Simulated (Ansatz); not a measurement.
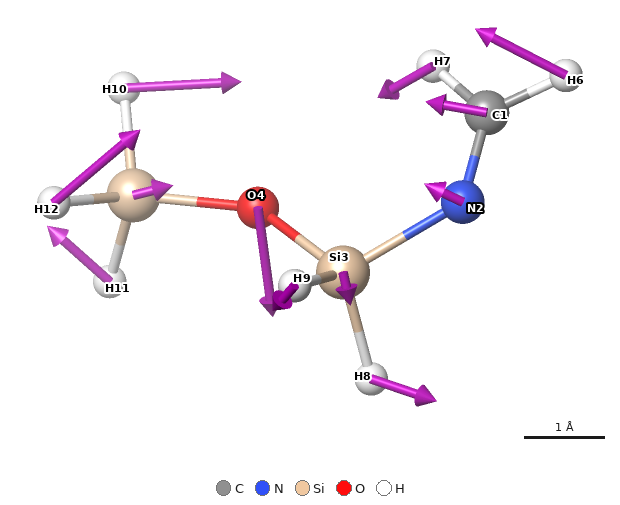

A relaxation of CH7NOSi2. The starting structure is drawn; purple arrows show the displacements, 3 times their true length. The two geometries are superimposed by the best rigid fit.

A ball-and-stick model, seen at a tilt.

The start comes from PBE-D4/def2-SVP.

The calculation used RKS PBE0-D4/def2-TZVP in Ansatz 0.2.0.

The input:
```yaml
crystal:
  periodic: [false, false, false]
  atoms:
    - {symbol: C, position_ang: [-1.912634, 1.651910, 0.378093]}
    - {symbol: N, position_ang: [-1.604075, 1.256731, -0.791986]}
    - {symbol: Si, position_ang: [-0.365285, 0.092051, -1.211147]}
    - {symbol: O, position_ang: [0.425181, -0.491705, 0.146774]}
    - {symbol: Si, position_ang: [1.732871, -1.318192, 0.779004]}
    - {symbol: H, position_ang: [-2.726207, 2.401982, 0.520993]}
    - {symbol: H, position_ang: [-1.417923, 1.297452, 1.317845]}
    - {symbol: H, position_ang: [-1.048649, -1.032968, -1.930918]}
    - {symbol: H, position_ang: [0.609024, 0.788563, -2.116432]}
    - {symbol: H, position_ang: [1.807658, -1.023819, 2.249596]}
    - {symbol: H, position_ang: [1.566169, -2.800446, 0.576905]}
    - {symbol: H, position_ang: [3.010972, -0.876758, 0.115273]}
basis:
  gaussian: {orbitals: def2-TZVP}
hamiltonian: {xc: pbe0, dispersion: d4}
relax: {f_tol: 0.005, max_steps: 150}
```

Launched with:
```bash
ansatz run in.yaml --threads 4 --pin off --events-out ev --progress --plain --max-ram 10444MiB
```

### What happened in the run?

Over 44 accepted moves (50 points after the start) the energy falls by 9.70 kJ/mol. Largest force component: 0.93 eV/Å at the start, 0.0042 eV/Å at the end. The line search rejected the trial steps at points 21, 27, 34, 35, 42, 48 of the run. The forces were under the threshold at step 6, but the run went on from there. The largest moves after the best rigid fit, 0.50 Å, are those of O4, H10 and H12. Largest moves by element: O 0.50 Å, H 0.50 Å, C 0.26 Å, N 0.18 Å, Si 0.17 Å. Near-neighbour distances that change, for instance: Si3–O4 1.676 → 1.637 Å, O4–Si5 1.671 → 1.634 Å, N2–Si3 1.751 → 1.727 Å, Si5–H11 1.505 → 1.484 Å. Groups turn about Si3–O4 by about 60°, O4–Si5 by about 50°.
